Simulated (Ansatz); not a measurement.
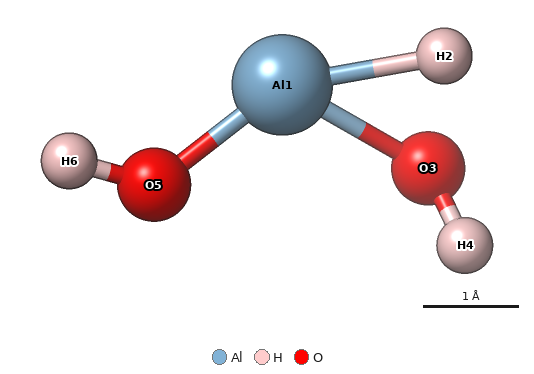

Figure 1. The structure as given in the input (ball-and-stick view, seen on its broad side; atoms are numbered from 1 in the order of the input). Sticks mark near contacts.

## Molecular dynamics of AlH3O2 (part 1 of 5)

System: AlH3O2.
Method: RKS B3LYP/def2-mTZVP (Ansatz 0.2.0).

It belongs to a series of runs on one base structure; here: dynamics from the highest image of the converged band. Figures and captions count atoms from 1; the log counts them from 0 in places.

## What the program printed
```
Engine: ansatz 0.2.0, aarch64-unknown-linux-gnu
Functional definition: B3LYP
  parameter a0 = 0.2
  parameter ax = 0.72
  parameter ac = 0.81
  exchange = (1 - a0 - ax)*slater_x + ax*b88_x + a0*exact_x
  correlation = (1 - ac)*vwn_rpa_c + ac*lyp_c
684 factors; their error is unknown
mean field evaluation 1: about -10729.5627 eV, gradient 8.6e1 eV
mean field evaluation 2: about -10672.5762 eV, gradient 1.8e2 eV
mean field evaluation 4: about -10741.7631 eV, gradient 1.2e1 eV
mean field evaluation 8: about -10742.0653 eV, gradient 1.3e-1 eV
mean field evaluation 16: about -10742.0653 eV, gradient 9.6e-6 eV
mean field -10742.06534597 eV, -394.7636202309 hartree, gradient 9.6e-6 eV, S^2 0.000000; 0 other end points of the search recorded, 0 dependent functions left out
the calculation of the forces begins
reference -10742.06556504 eV, -394.7636282818 hartree; 16, 16 occupied and 63, 63 virtual orbitals, 684 factors
md step     0: t =     0.00 fs  T =   100.0 K  F+E_penalty+E_count = -10742.06534597 eV  E_kin = 0.051704 eV  conserved = -10742.01364197 eV  (26 SCF iters)
these checks for a lower state are left out or cut short: starts, cluster_reference, orbital_swaps, neighbouring_geometries, increment
684 factors; their error is unknown
mean field -10742.06271627 eV, -394.7635235913 hartree, gradient 1.8e-5 eV, S^2 0.000000; 0 other end points of the search recorded, 0 dependent functions left out
the calculation of the forces begins
reference -10742.06293528 eV, -394.7635316397 hartree; 16, 16 occupied and 63, 63 virtual orbitals, 684 factors
md step     1: t =     0.50 fs  T =    95.0 K  F+E_penalty+E_count = -10742.06271627 eV  E_kin = 0.049142 eV  conserved = -10742.01357418 eV  (30 SCF iters)
[... from here on the SCF iterations and repeated set-up lines of each step are left out, up to the last step ...]
md step     2: t =     1.00 fs  T =    82.5 K  F+E_penalty+E_count = -10742.05600344 eV  E_kin = 0.042638 eV  conserved = -10742.01336555 eV  (30 SCF iters)
md step     3: t =     1.50 fs  T =    68.4 K  F+E_penalty+E_count = -10742.04847000 eV  E_kin = 0.035350 eV  conserved = -10742.01312017 eV  (31 SCF iters)
md step     4: t =     2.00 fs  T =    59.8 K  F+E_penalty+E_count = -10742.04389618 eV  E_kin = 0.030917 eV  conserved = -10742.01297880 eV  (31 SCF iters)
md step     5: t =     2.50 fs  T =    60.8 K  F+E_penalty+E_count = -10742.04444666 eV  E_kin = 0.031420 eV  conserved = -10742.01302636 eV  (31 SCF iters)
md step     6: t =     3.00 fs  T =    70.0 K  F+E_penalty+E_count = -10742.04939868 eV  E_kin = 0.036169 eV  conserved = -10742.01322954 eV  (31 SCF iters)
md step     7: t =     3.50 fs  T =    81.6 K  F+E_penalty+E_count = -10742.05563696 eV  E_kin = 0.042174 eV  conserved = -10742.01346296 eV  (31 SCF iters)
md step     8: t =     4.00 fs  T =    88.9 K  F+E_penalty+E_count = -10742.05953943 eV  E_kin = 0.045942 eV  conserved = -10742.01359771 eV  (30 SCF iters)
md step     9: t =     4.50 fs  T =    87.8 K  F+E_penalty+E_count = -10742.05895248 eV  E_kin = 0.045377 eV  conserved = -10742.01357577 eV  (30 SCF iters)
md step    10: t =     5.00 fs  T =    78.7 K  F+E_penalty+E_count = -10742.05412599 eV  E_kin = 0.040702 eV  conserved = -10742.01342401 eV  (30 SCF iters)
md step    11: t =     5.50 fs  T =    66.0 K  F+E_penalty+E_count = -10742.04735055 eV  E_kin = 0.034130 eV  conserved = -10742.01322016 eV  (31 SCF iters)
md step    12: t =     6.00 fs  T =    55.6 K  F+E_penalty+E_count = -10742.04177334 eV  E_kin = 0.028725 eV  conserved = -10742.01304882 eV  (31 SCF iters)
md step    13: t =     6.50 fs  T =    52.4 K  F+E_penalty+E_count = -10742.04006959 eV  E_kin = 0.027100 eV  conserved = -10742.01297007 eV  (31 SCF iters)
md step    14: t =     7.00 fs  T =    58.9 K  F+E_penalty+E_count = -10742.04347785 eV  E_kin = 0.030473 eV  conserved = -10742.01300533 eV  (30 SCF iters)
md step    15: t =     7.50 fs  T =    74.1 K  F+E_penalty+E_count = -10742.05145235 eV  E_kin = 0.038319 eV  conserved = -10742.01313377 eV  (30 SCF iters)
md step    16: t =     8.00 fs  T =    94.2 K  F+E_penalty+E_count = -10742.06199837 eV  E_kin = 0.048702 eV  conserved = -10742.01329662 eV  (30 SCF iters)
md step    17: t =     8.50 fs  T =   114.5 K  F+E_penalty+E_count = -10742.07261289 eV  E_kin = 0.059201 eV  conserved = -10742.01341175 eV  (28 SCF iters)
md step    18: t =     9.00 fs  T =   131.9 K  F+E_penalty+E_count = -10742.08157831 eV  E_kin = 0.068176 eV  conserved = -10742.01340264 eV  (30 SCF iters)
md step    19: t =     9.50 fs  T =   146.8 K  F+E_penalty+E_count = -10742.08913678 eV  E_kin = 0.075899 eV  conserved = -10742.01323812 eV  (31 SCF iters)
md step    20: t =    10.00 fs  T =   164.3 K  F+E_penalty+E_count = -10742.09793620 eV  E_kin = 0.084975 eV  conserved = -10742.01296153 eV  (30 SCF iters)
md step    21: t =    10.50 fs  T =   192.7 K  F+E_penalty+E_count = -10742.11233356 eV  E_kin = 0.099653 eV  conserved = -10742.01268007 eV  (30 SCF iters)
md step    22: t =    11.00 fs  T =   240.3 K  F+E_penalty+E_count = -10742.13675538 eV  E_kin = 0.124248 eV  conserved = -10742.01250726 eV  (30 SCF iters)
md step    23: t =    11.50 fs  T =   312.3 K  F+E_penalty+E_count = -10742.17399413 eV  E_kin = 0.161496 eV  conserved = -10742.01249799 eV  (30 SCF iters)
md step    24: t =    12.00 fs  T =   409.6 K  F+E_penalty+E_count = -10742.22440553 eV  E_kin = 0.211771 eV  conserved = -10742.01263489 eV  (30 SCF iters)
md step    25: t =    12.50 fs  T =   528.6 K  F+E_penalty+E_count = -10742.28621717 eV  E_kin = 0.273333 eV  conserved = -10742.01288451 eV  (30 SCF iters)
md step    26: t =    13.00 fs  T =   663.1 K  F+E_penalty+E_count = -10742.35614141 eV  E_kin = 0.342863 eV  conserved = -10742.01327873 eV  (29 SCF iters)
md step    27: t =    13.50 fs  T =   803.0 K  F+E_penalty+E_count = -10742.42912087 eV  E_kin = 0.415178 eV  conserved = -10742.01394301 eV  (29 SCF iters)
md step    28: t =    14.00 fs  T =   931.9 K  F+E_penalty+E_count = -10742.49683823 eV  E_kin = 0.481849 eV  conserved = -10742.01498955 eV  (29 SCF iters)
md step    29: t =    14.50 fs  T =  1025.8 K  F+E_penalty+E_count = -10742.54659451 eV  E_kin = 0.530363 eV  conserved = -10742.01623200 eV  (29 SCF iters)
md step    30: t =    15.00 fs  T =  1059.3 K  F+E_penalty+E_count = -10742.56458126 eV  E_kin = 0.547713 eV  conserved = -10742.01686864 eV  (28 SCF iters)
md step    31: t =    15.50 fs  T =  1028.3 K  F+E_penalty+E_count = -10742.54739725 eV  E_kin = 0.531653 eV  conserved = -10742.01574461 eV  (28 SCF iters)
md step    32: t =    16.00 fs  T =   974.5 K  F+E_penalty+E_count = -10742.51672429 eV  E_kin = 0.503844 eV  conserved = -10742.01287989 eV  (28 SCF iters)
md step    33: t =    16.50 fs  T =   976.9 K  F+E_penalty+E_count = -10742.51591433 eV  E_kin = 0.505093 eV  conserved = -10742.01082121 eV  (29 SCF iters)
md step    34: t =    17.00 fs  T =  1086.1 K  F+E_penalty+E_count = -10742.57374535 eV  E_kin = 0.561536 eV  conserved = -10742.01220964 eV  (28 SCF iters)
md step    35: t =    17.50 fs  T =  1265.0 K  F+E_penalty+E_count = -10742.66992549 eV  E_kin = 0.654079 eV  conserved = -10742.01584630 eV  (28 SCF iters)
md step    36: t =    18.00 fs  T =  1418.1 K  F+E_penalty+E_count = -10742.75158636 eV  E_kin = 0.733235 eV  conserved = -10742.01835117 eV  (28 SCF iters)
md step    37: t =    18.50 fs  T =  1472.6 K  F+E_penalty+E_count = -10742.77975678 eV  E_kin = 0.761400 eV  conserved = -10742.01835713 eV  (27 SCF iters)
md step    38: t =    19.00 fs  T =  1419.8 K  F+E_penalty+E_count = -10742.75087051 eV  E_kin = 0.734084 eV  conserved = -10742.01678611 eV  (29 SCF iters)
md step    39: t =    19.50 fs  T =  1297.6 K  F+E_penalty+E_count = -10742.68583055 eV  E_kin = 0.670885 eV  conserved = -10742.01494506 eV  (28 SCF iters)
md step    40: t =    20.00 fs  T =  1156.2 K  F+E_penalty+E_count = -10742.61132056 eV  E_kin = 0.597785 eV  conserved = -10742.01353532 eV  (29 SCF iters)
md step    41: t =    20.50 fs  T =  1036.7 K  F+E_penalty+E_count = -10742.54872226 eV  E_kin = 0.536037 eV  conserved = -10742.01268506 eV  (28 SCF iters)
md step    42: t =    21.00 fs  T =   965.4 K  F+E_penalty+E_count = -10742.51142762 eV  E_kin = 0.499168 eV  conserved = -10742.01225971 eV  (30 SCF iters)
md step    43: t =    21.50 fs  T =   956.0 K  F+E_penalty+E_count = -10742.50637445 eV  E_kin = 0.494274 eV  conserved = -10742.01210030 eV  (30 SCF iters)
md step    44: t =    22.00 fs  T =  1013.6 K  F+E_penalty+E_count = -10742.53622797 eV  E_kin = 0.524087 eV  conserved = -10742.01214057 eV  (30 SCF iters)
md step    45: t =    22.50 fs  T =  1137.0 K  F+E_penalty+E_count = -10742.60032432 eV  E_kin = 0.587881 eV  conserved = -10742.01244368 eV  (29 SCF iters)
md step    46: t =    23.00 fs  T =  1316.3 K  F+E_penalty+E_count = -10742.69375452 eV  E_kin = 0.680564 eV  conserved = -10742.01319018 eV  (28 SCF iters)
md step    47: t =    23.50 fs  T =  1528.3 K  F+E_penalty+E_count = -10742.80480757 eV  E_kin = 0.790200 eV  conserved = -10742.01460720 eV  (28 SCF iters)
md step    48: t =    24.00 fs  T =  1731.5 K  F+E_penalty+E_count = -10742.91200534 eV  E_kin = 0.895235 eV  conserved = -10742.01677058 eV  (28 SCF iters)
md step    49: t =    24.50 fs  T =  1866.0 K  F+E_penalty+E_count = -10742.98396198 eV  E_kin = 0.964783 eV  conserved = -10742.01917880 eV  (29 SCF iters)
md step    50: t =    25.00 fs  T =  1872.4 K  F+E_penalty+E_count = -10742.98836676 eV  E_kin = 0.968121 eV  conserved = -10742.02024621 eV  (28 SCF iters)
md step    51: t =    25.50 fs  T =  1737.5 K  F+E_penalty+E_count = -10742.91612498 eV  E_kin = 0.898339 eV  conserved = -10742.01778617 eV  (28 SCF iters)
md step    52: t =    26.00 fs  T =  1543.6 K  F+E_penalty+E_count = -10742.81021040 eV  E_kin = 0.798129 eV  conserved = -10742.01208183 eV  (27 SCF iters)
md step    53: t =    26.50 fs  T =  1444.9 K  F+E_penalty+E_count = -10742.75551563 eV  E_kin = 0.747046 eV  conserved = -10742.00846937 eV  (27 SCF iters)
md step    54: t =    27.00 fs  T =  1531.0 K  F+E_penalty+E_count = -10742.80296515 eV  E_kin = 0.791578 eV  conserved = -10742.01138756 eV  (28 SCF iters)
md step    55: t =    27.50 fs  T =  1728.8 K  F+E_penalty+E_count = -10742.91103471 eV  E_kin = 0.893836 eV  conserved = -10742.01719884 eV  (26 SCF iters)
md step    56: t =    28.00 fs  T =  1883.0 K  F+E_penalty+E_count = -10742.99369740 eV  E_kin = 0.973567 eV  conserved = -10742.02013090 eV  (27 SCF iters)
md step    57: t =    28.50 fs  T =  1899.8 K  F+E_penalty+E_count = -10743.00153508 eV  E_kin = 0.982267 eV  conserved = -10742.01926816 eV  (27 SCF iters)
md step    58: t =    29.00 fs  T =  1787.3 K  F+E_penalty+E_count = -10742.94081561 eV  E_kin = 0.924118 eV  conserved = -10742.01669777 eV  (28 SCF iters)
md step    59: t =    29.50 fs  T =  1609.8 K  F+E_penalty+E_count = -10742.84655775 eV  E_kin = 0.832341 eV  conserved = -10742.01421719 eV  (28 SCF iters)
md step    60: t =    30.00 fs  T =  1436.7 K  F+E_penalty+E_count = -10742.75538446 eV  E_kin = 0.742817 eV  conserved = -10742.01256706 eV  (28 SCF iters)
md step    61: t =    30.50 fs  T =  1317.2 K  F+E_penalty+E_count = -10742.69284664 eV  E_kin = 0.681049 eV  conserved = -10742.01179810 eV  (29 SCF iters)
md step    62: t =    31.00 fs  T =  1276.1 K  F+E_penalty+E_count = -10742.67148245 eV  E_kin = 0.659810 eV  conserved = -10742.01167203 eV  (29 SCF iters)
md step    63: t =    31.50 fs  T =  1318.7 K  F+E_penalty+E_count = -10742.69374625 eV  E_kin = 0.681797 eV  conserved = -10742.01194915 eV  (27 SCF iters)
md step    64: t =    32.00 fs  T =  1436.6 K  F+E_penalty+E_count = -10742.75536294 eV  E_kin = 0.742797 eV  conserved = -10742.01256586 eV  (28 SCF iters)
md step    65: t =    32.50 fs  T =  1610.5 K  F+E_penalty+E_count = -10742.84637035 eV  E_kin = 0.832712 eV  conserved = -10742.01365882 eV  (27 SCF iters)
md step    66: t =    33.00 fs  T =  1806.6 K  F+E_penalty+E_count = -10742.94947351 eV  E_kin = 0.934063 eV  conserved = -10742.01541084 eV  (27 SCF iters)
md step    67: t =    33.50 fs  T =  1973.6 K  F+E_penalty+E_count = -10743.03811171 eV  E_kin = 1.020410 eV  conserved = -10742.01770127 eV  (28 SCF iters)
md step    68: t =    34.00 fs  T =  2050.0 K  F+E_penalty+E_count = -10743.07955300 eV  E_kin = 1.059949 eV  conserved = -10742.01960362 eV  (28 SCF iters)
md step    69: t =    34.50 fs  T =  1993.4 K  F+E_penalty+E_count = -10743.04992113 eV  E_kin = 1.030680 eV  conserved = -10742.01924092 eV  (28 SCF iters)
md step    70: t =    35.00 fs  T =  1829.0 K  F+E_penalty+E_count = -10742.96101558 eV  E_kin = 0.945645 eV  conserved = -10742.01537065 eV  (28 SCF iters)
md step    71: t =    35.50 fs  T =  1669.7 K  F+E_penalty+E_count = -10742.87385122 eV  E_kin = 0.863276 eV  conserved = -10742.01057481 eV  (29 SCF iters)
md step    72: t =    36.00 fs  T =  1640.4 K  F+E_penalty+E_count = -10742.85827417 eV  E_kin = 0.848143 eV  conserved = -10742.01013142 eV  (29 SCF iters)
md step    73: t =    36.50 fs  T =  1753.3 K  F+E_penalty+E_count = -10742.92100835 eV  E_kin = 0.906509 eV  conserved = -10742.01449984 eV  (28 SCF iters)
md step    74: t =    37.00 fs  T =  1896.8 K  F+E_penalty+E_count = -10742.99929479 eV  E_kin = 0.980707 eV  conserved = -10742.01858771 eV  (28 SCF iters)
md step    75: t =    37.50 fs  T =  1954.1 K  F+E_penalty+E_count = -10743.02958968 eV  E_kin = 1.010334 eV  conserved = -10742.01925571 eV  (28 SCF iters)
md step    76: t =    38.00 fs  T =  1891.5 K  F+E_penalty+E_count = -10742.99539551 eV  E_kin = 0.977960 eV  conserved = -10742.01743502 eV  (28 SCF iters)
md step    77: t =    38.50 fs  T =  1747.8 K  F+E_penalty+E_count = -10742.91876137 eV  E_kin = 0.903657 eV  conserved = -10742.01510394 eV  (27 SCF iters)
md step    78: t =    39.00 fs  T =  1584.3 K  F+E_penalty+E_count = -10742.83251887 eV  E_kin = 0.819135 eV  conserved = -10742.01338430 eV  (28 SCF iters)
md step    79: t =    39.50 fs  T =  1450.6 K  F+E_penalty+E_count = -10742.76248494 eV  E_kin = 0.750017 eV  conserved = -10742.01246832 eV  (29 SCF iters)
md step    80: t =    40.00 fs  T =  1375.3 K  F+E_penalty+E_count = -10742.72318621 eV  E_kin = 0.711078 eV  conserved = -10742.01210837 eV  (29 SCF iters)
md step    81: t =    40.50 fs  T =  1370.5 K  F+E_penalty+E_count = -10742.72066779 eV  E_kin = 0.708621 eV  conserved = -10742.01204663 eV  (29 SCF iters)
md step    82: t =    41.00 fs  T =  1438.5 K  F+E_penalty+E_count = -10742.75599185 eV  E_kin = 0.743768 eV  conserved = -10742.01222364 eV  (29 SCF iters)
md step    83: t =    41.50 fs  T =  1573.1 K  F+E_penalty+E_count = -10742.82611844 eV  E_kin = 0.813335 eV  conserved = -10742.01278387 eV  (29 SCF iters)
md step    84: t =    42.00 fs  T =  1756.1 K  F+E_penalty+E_count = -10742.92192708 eV  E_kin = 0.907962 eV  conserved = -10742.01396536 eV  (29 SCF iters)
md step    85: t =    42.50 fs  T =  1951.9 K  F+E_penalty+E_count = -10743.02508531 eV  E_kin = 1.009188 eV  conserved = -10742.01589747 eV  (29 SCF iters)
md step    86: t =    43.00 fs  T =  2105.8 K  F+E_penalty+E_count = -10743.10702748 eV  E_kin = 1.088789 eV  conserved = -10742.01823864 eV  (29 SCF iters)
md step    87: t =    43.50 fs  T =  2158.1 K  F+E_penalty+E_count = -10743.13553208 eV  E_kin = 1.115832 eV  conserved = -10742.01970030 eV  (29 SCF iters)
md step    88: t =    44.00 fs  T =  2082.3 K  F+E_penalty+E_count = -10743.09488412 eV  E_kin = 1.076656 eV  conserved = -10742.01822813 eV  (29 SCF iters)
md step    89: t =    44.50 fs  T =  1935.1 K  F+E_penalty+E_count = -10743.01391021 eV  E_kin = 1.000519 eV  conserved = -10742.01339152 eV  (29 SCF iters)
md step    90: t =    45.00 fs  T =  1850.8 K  F+E_penalty+E_count = -10742.96635564 eV  E_kin = 0.956956 eV  conserved = -10742.00940013 eV  (29 SCF iters)
md step    91: t =    45.50 fs  T =  1929.4 K  F+E_penalty+E_count = -10743.00881902 eV  E_kin = 0.997557 eV  conserved = -10742.01126230 eV  (27 SCF iters)
md step    92: t =    46.00 fs  T =  2122.2 K  F+E_penalty+E_count = -10743.11412117 eV  E_kin = 1.097250 eV  conserved = -10742.01687078 eV  (27 SCF iters)
md step    93: t =    46.50 fs  T =  2281.3 K  F+E_penalty+E_count = -10743.19974493 eV  E_kin = 1.179498 eV  conserved = -10742.02024664 eV  (27 SCF iters)
md step    94: t =    47.00 fs  T =  2303.9 K  F+E_penalty+E_count = -10743.21070847 eV  E_kin = 1.191187 eV  conserved = -10742.01952164 eV  (27 SCF iters)
md step    95: t =    47.50 fs  T =  2194.1 K  F+E_penalty+E_count = -10743.15118839 eV  E_kin = 1.134463 eV  conserved = -10742.01672509 eV  (27 SCF iters)
md step    96: t =    48.00 fs  T =  2021.1 K  F+E_penalty+E_count = -10743.05913412 eV  E_kin = 1.045009 eV  conserved = -10742.01412499 eV  (27 SCF iters)
md step    97: t =    48.50 fs  T =  1857.2 K  F+E_penalty+E_count = -10742.97291116 eV  E_kin = 0.960259 eV  conserved = -10742.01265195 eV  (27 SCF iters)
md step    98: t =    49.00 fs  T =  1747.6 K  F+E_penalty+E_count = -10742.91573661 eV  E_kin = 0.903591 eV  conserved = -10742.01214581 eV  (27 SCF iters)
md step    99: t =    49.50 fs  T =  1710.3 K  F+E_penalty+E_count = -10742.89642561 eV  E_kin = 0.884290 eV  conserved = -10742.01213515 eV  (28 SCF iters)
md step   100: t =    50.00 fs  T =  1746.9 K  F+E_penalty+E_count = -10742.91560711 eV  E_kin = 0.903225 eV  conserved = -10742.01238258 eV  (28 SCF iters)
md step   101: t =    50.50 fs  T =  1849.4 K  F+E_penalty+E_count = -10742.96921251 eV  E_kin = 0.956236 eV  conserved = -10742.01297674 eV  (28 SCF iters)
md step   102: t =    51.00 fs  T =  1998.5 K  F+E_penalty+E_count = -10743.04747164 eV  E_kin = 1.033325 eV  conserved = -10742.01414703 eV  (28 SCF iters)
md step   103: t =    51.50 fs  T =  2158.5 K  F+E_penalty+E_count = -10743.13201167 eV  E_kin = 1.116030 eV  conserved = -10742.01598128 eV  (27 SCF iters)
md step   104: t =    52.00 fs  T =  2277.2 K  F+E_penalty+E_count = -10743.19543745 eV  E_kin = 1.177379 eV  conserved = -10742.01805846 eV  (28 SCF iters)
md step   105: t =    52.50 fs  T =  2301.1 K  F+E_penalty+E_count = -10743.20885613 eV  E_kin = 1.189742 eV  conserved = -10742.01911405 eV  (28 SCF iters)
md step   106: t =    53.00 fs  T =  2212.0 K  F+E_penalty+E_count = -10743.16119533 eV  E_kin = 1.143701 eV  conserved = -10742.01749459 eV  (28 SCF iters)
md step   107: t =    53.50 fs  T =  2065.4 K  F+E_penalty+E_count = -10743.08128914 eV  E_kin = 1.067893 eV  conserved = -10742.01339596 eV  (28 SCF iters)
md step   108: t =    54.00 fs  T =  1973.1 K  F+E_penalty+E_count = -10743.03082103 eV  E_kin = 1.020178 eV  conserved = -10742.01064299 eV  (29 SCF iters)
md step   109: t =    54.50 fs  T =  2005.2 K  F+E_penalty+E_count = -10743.04936920 eV  E_kin = 1.036756 eV  conserved = -10742.01261299 eV  (29 SCF iters)
md step   110: t =    55.00 fs  T =  2112.7 K  F+E_penalty+E_count = -10743.10927929 eV  E_kin = 1.092372 eV  conserved = -10742.01690688 eV  (28 SCF iters)
md step   111: t =    55.50 fs  T =  2182.6 K  F+E_penalty+E_count = -10743.14751928 eV  E_kin = 1.128490 eV  conserved = -10742.01902964 eV  (28 SCF iters)
md step   112: t =    56.00 fs  T =  2147.7 K  F+E_penalty+E_count = -10743.12846313 eV  E_kin = 1.110423 eV  conserved = -10742.01803988 eV  (28 SCF iters)
md step   113: t =    56.50 fs  T =  2022.3 K  F+E_penalty+E_count = -10743.06140680 eV  E_kin = 1.045621 eV  conserved = -10742.01578608 eV  (28 SCF iters)
md step   114: t =    57.00 fs  T =  1862.3 K  F+E_penalty+E_count = -10742.97683495 eV  E_kin = 0.962869 eV  conserved = -10742.01396584 eV  (28 SCF iters)
md step   115: t =    57.50 fs  T =  1718.2 K  F+E_penalty+E_count = -10742.90138504 eV  E_kin = 0.888352 eV  conserved = -10742.01303273 eV  (28 SCF iters)
md step   116: t =    58.00 fs  T =  1618.7 K  F+E_penalty+E_count = -10742.84961126 eV  E_kin = 0.836952 eV  conserved = -10742.01265974 eV  (29 SCF iters)
md step   117: t =    58.50 fs  T =  1576.5 K  F+E_penalty+E_count = -10742.82760320 eV  E_kin = 0.815120 eV  conserved = -10742.01248367 eV  (27 SCF iters)
md step   118: t =    59.00 fs  T =  1596.7 K  F+E_penalty+E_count = -10742.83797714 eV  E_kin = 0.825540 eV  conserved = -10742.01243678 eV  (29 SCF iters)
```
